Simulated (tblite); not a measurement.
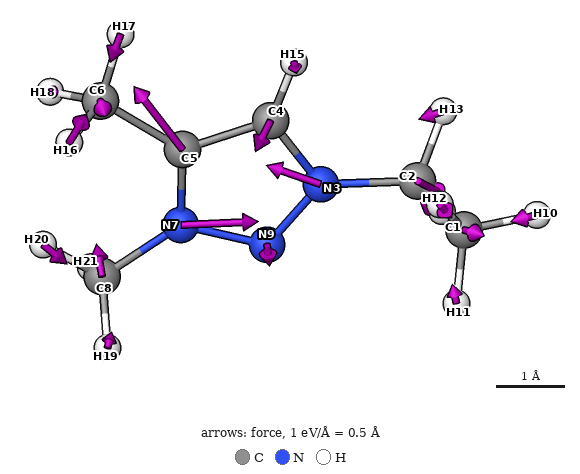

Starting geometry of C6H12N3 (charge +1) with the computed forces as purple arrows. Style: ball-and-stick. Shown at a tilt.

Theory: GFN2-xTB geometry optimisation, gas phase in tblite. 

> What follows when this structure is relaxed?

It isn't relaxed: the largest force vector, on a C atom, is 2.63 eV/Å. The final displacements have little in common with the starting forces (cosine between the two patterns 0.22). An H atom moves most after the best rigid fit: 1.02 Å. By element the largest moves are H 1.02 Å, C 0.15 Å, N 0.12 Å. Near-neighbour distances that change, for instance: C–H 1.143 → 1.089 Å, N–N 1.345 → 1.302 Å, C–C 1.511 → 1.474 Å, C–H 1.121 → 1.091 Å. Among the angles between lasting bonds that change: C–C–C 124.9° → 132.2°, C–N–N 127.8° → 120.8°, C–C–N 110.3° → 104.3°. Groups turn about C–N by about 50°. After 102 geometry steps the energy has fallen by 0.630 eV. Cost: 0.71 s on 1 thread of Intel(R) Xeon(R) Platinum 8488C (shared host).
